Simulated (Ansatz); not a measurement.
# BH3O2 (SMILES OBO): levels of theory compared

Wanted: a comparison of 6 runs (HF/def2-TZVP, B3LYP/6-31G*, SVWN5/def2-TZVP, r2SCAN0/def2-TZVP, wB97X/def2-TZVP, RPA@PBE0/def2-TZVP) of BH3O2. 

The calculation is run with Ansatz 0.2.0.

54 further runs of the same task are left out: 54 set aside as unsound or not needed.

## 1. The structure to begin with

BH3O2 has 6 atoms, charge 0, and is taken as a singlet. As SMILES, `OBO`. One bond was lengthened or shortened from a relaxed shape.

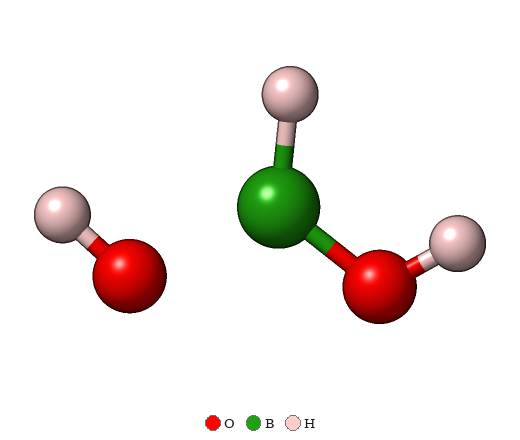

Viewed from a chosen angle; oxygen red, boron green, hydrogen pink.

## 2. A single-point energy at HF/def2-TZVP (run 1)

in.yaml

```yaml
basis:
  gaussian:
    orbitals: def2-TZVP
crystal:
  periodic: [false, false, false]
  atoms:
    - {symbol: O, position_ang: [-1.543939, -0.690293, -0.305474]}
    - {symbol: B, position_ang: [0.049500, 0.028100, -0.072900]}
    - {symbol: O, position_ang: [0.580600, -0.053800, 1.172500]}
    - {symbol: H, position_ang: [-1.862439, -0.599293, -1.204274]}
    - {symbol: H, position_ang: [0.637800, 0.565600, -0.976100]}
    - {symbol: H, position_ang: [1.445200, 0.354100, 1.232800]}
total_charge: 0
magnetization:
  spin_polarized: false
  initial_magnetization: 0
hamiltonian:
  xc: hf
accuracy: high
output:
  orbitals: {seedname: orbitals}
```

On the command line:

```bash
ansatz run in.yaml --threads 1 --pin off --max-ram 3480MiB --events-out events.jsonl --progress --plain --runs-dir runs
```

The program printed:

```text
Warning: RAYON_NUM_THREADS=1 ignored (pool sized by the plan → 1); use --threads N
Functional definition: HF
  name "HF"
  exchange = exact_x
  correlation = 0
1955 factors; integrals over basis functions are off by at most 3.4e-9 eV
mean field evaluation 1: about -4791.9889 eV, gradient 4.8e1 eV
mean field evaluation 2: about -4791.9897 eV, gradient 4.8e1 eV
mean field evaluation 4: about -4796.4308 eV, gradient 3.4e0 eV
mean field evaluation 8: about -4796.4792 eV, gradient 1.1e-1 eV
mean field -4796.47931312 eV, -176.2673635869 hartree, gradient 2.3e-8 eV, S^2 0.000000; 0 other end points of the search recorded, 0 dependent functions left out
reference -4796.47931312 eV, -176.2673635869 hartree; 12, 12 occupied and 99, 99 virtual orbitals, 1955 factors
Total energy: -4796.47931312 eV, -176.2673635869 hartree
```

Run time: 1.5 s. Hardware: 1 thread of AMD EPYC 9R45 (Zen 5), shared host; peak memory 0.27 GiB.

## 3. The energy at B3LYP/6-31G(d) (Cartesian functions) (run 2)

molecule.yaml

```yaml
crystal:
  periodic: [false, false, false]
  atoms:
    - {symbol: O, position_ang: [-1.543939, -0.690293, -0.305474]}
    - {symbol: B, position_ang: [0.049500, 0.028100, -0.072900]}
    - {symbol: O, position_ang: [0.580600, -0.053800, 1.172500]}
    - {symbol: H, position_ang: [-1.862439, -0.599293, -1.204274]}
    - {symbol: H, position_ang: [0.637800, 0.565600, -0.976100]}
    - {symbol: H, position_ang: [1.445200, 0.354100, 1.232800]}
basis:
  gaussian: {orbitals: "6-31G*"}
hamiltonian: {xc: {name: B3LYP}}
output: {orbitals: {seedname: orbitals}}
accuracy: high
```

On the command line:

```bash
ansatz run molecule.yaml --threads 1 --pin off --max-ram 3480MiB --events-out events.jsonl --progress --plain --runs-dir runs
```

The program printed:

```text
Warning: RAYON_NUM_THREADS=1 ignored (pool sized by the plan → 1); use --threads N
Functional definition: B3LYP
  name "B3LYP"
  parameter a0 = 0.2
  parameter ax = 0.72
  parameter ac = 0.81
  exchange = (1 - a0 - ax)*slater_x + ax*b88_x + a0*exact_x
  correlation = (1 - ac)*vwn_rpa_c + ac*lyp_c
1059 factors; integrals over basis functions are off by at most 2.8e-9 eV
mean field evaluation 1: about -4812.8349 eV, gradient 6.4e1 eV
mean field evaluation 2: about -4785.4325 eV, gradient 1.3e2 eV
mean field evaluation 4: about -4819.8055 eV, gradient 8.5e0 eV
mean field evaluation 8: about -4819.9230 eV, gradient 3.9e-1 eV
mean field evaluation 16: about -4819.9233 eV, gradient 1.6e-6 eV
mean field -4819.92331329 eV, -177.1289147020 hartree, gradient 3.8e-8 eV, S^2 0.000000; 0 other end points of the search recorded, 0 dependent functions left out
reference -4819.92334219 eV, -177.1289157639 hartree; 12, 12 occupied and 39, 39 virtual orbitals, 1059 factors
Total energy: -4819.92334219 eV, -177.1289157639 hartree
```

Wall time 1.1 s (1 thread of AMD EPYC 9R45 (Zen 5), shared host); peak memory 0.14 GiB.

Runs 3 to 5 aren't shown in full; the table further down has their settings and results.

## 4. A single-point energy at RPA@PBE0/def2-TZVP (run 6)

in.yaml

```yaml
crystal:
  periodic: [false, false, false]
  atoms:
    - symbol: O
      position_ang: [-1.543939, -0.690293, -0.305474]
    - symbol: B
      position_ang: [0.049500, 0.028100, -0.072900]
    - symbol: O
      position_ang: [0.580600, -0.053800, 1.172500]
    - symbol: H
      position_ang: [-1.862439, -0.599293, -1.204274]
    - symbol: H
      position_ang: [0.637800, 0.565600, -0.976100]
    - symbol: H
      position_ang: [1.445200, 0.354100, 1.232800]
basis:
  gaussian:
    orbitals: def2-TZVP
hamiltonian:
  xc: {name: PBE0}
correlation:
  method: rpa
  frozen_orbitals: {B: 1, H: 0, O: 1}
accuracy: high
```

On the command line:

```bash
ansatz run in.yaml --threads 1 --pin off --max-ram 3480MiB --events-out events.jsonl --progress --plain --runs-dir runs
```

The program printed, shortened:

```text
Warning: RAYON_NUM_THREADS=1 ignored (pool sized by the plan → 1); use --threads N
Functional definition: PBE0
  name "PBE0"
[...]
1955 factors; integrals over basis functions are off by at most 3.4e-9 eV
[...]
mean field -4816.84334102 eV, -177.0157278088 hartree, gradient 3.0e-8 eV, S^2 0.000000; 0 other end points of the search recorded, 0 dependent functions left out
3 core orbitals not correlated: weight in the atoms' cores, before any rotation towards them, 1.000 or more for the frozen orbitals, at most 0.000 for the correlated occupied ones
reference -4795.98036440 eV, -176.2490275596 hartree; 9, 9 occupied and 99, 99 virtual orbitals, 1955 factors
Total energy: -4818.69495360 eV, -177.0837733162 hartree
```

It took 4.8 s on 1 thread of AMD EPYC 9R45 (Zen 5), shared host; peak memory 0.4 GiB.

## 5. The series

| run | level | Cartesian functions | frozen core orbitals | energy (Eh) | HOMO energy (eV) | LUMO energy (eV) | HOMO–LUMO gap (eV) | wall time |
| --- | --- | --- | --- | --- | --- | --- | --- | --- |
| 1 | HF/def2-TZVP | no | – | -176.267364 | -12.60 | 2.95 | 15.55 | 1.5 s |
| 2 | B3LYP/6-31G* (Cartesian functions) | yes | – | -177.128916 | -7.38 | 0.04 | 7.41 | 1.1 s |
| 3 | SVWN5/def2-TZVP | no | – | -175.846499 | -6.79 | -1.57 | 5.21 | 1.8 s |
| 4 | r2SCAN0/def2-TZVP | no | – | -177.095522 | -8.48 | -0.07 | 8.41 | 3.9 s |
| 5 | wB97X/def2-TZVP | no | – | -177.169648 | -10.74 | 1.95 | 12.69 | 8.4 s |
| 6 | RPA@PBE0/def2-TZVP | no | 3 | -177.083773 | – | – | – | 4.8 s |

## 6. Summary of results

```
                               quantity          value
                    run 6: total energy  -177.08377 Eh
run 6: RPA correlation energy (valence)     -834.7 mEh
```

What this shows: Over runs 1, 2, 3, 4, 5 the HOMO–LUMO gap runs from 5.21 eV (SVWN5/def2-TZVP) to 15.55 eV (HF/def2-TZVP). Exact exchange widens orbital gaps. Totals of different functionals can't be ranked against each other. All runs together took 21 s, the longest 8.4 s.
